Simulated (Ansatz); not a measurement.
ZrO2 under a change: O → C

Consider ZrO2 in the fluorite structure (space group Fm-3m, No. 225; a = 5.0641 Å).

One thing is altered: every O is replaced by C, then cell and atoms are relaxed.

Level of theory: PBEsol/PAW in Ansatz (an electronic-structure program), no spin-orbit coupling. k-mesh 15×15×15 (Γ-centred); smearing 0.05 eV (Fermi–Dirac), for the changed cell.

```tsv
quantity	base	changed	shift
volume per atom	10.82 Å³	12.36 Å³	+1.54 Å³
density	6.30 g/cm³	5.16 g/cm³	-1.14 g/cm³
lattice parameter a	5.064 Å	5.293 Å	+0.229 Å
space group	Fm-3m (No. 225)	Fm-3m (No. 225)	–
shortest interatomic distance	2.193 Å	2.292 Å	+0.099 Å
band gap	3.33 eV	zero	–
```

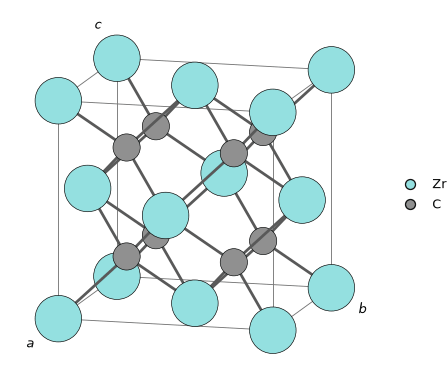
*The relaxed conventional cell after the change*

Cost of the whole job for the changed cell (relaxation, final SCF and bands): very roughly 30 core-seconds.

Stability against distortions was not tested. As relaxed here, ZrC2 is a hypothetical phase, not in the database extracts checked. All final runs are without spin polarisation. ZrC2 has a high density of states at the Fermi level and may be magnetic at this level. This is not the structure that ZrO2 has at room temperature and ambient pressure.
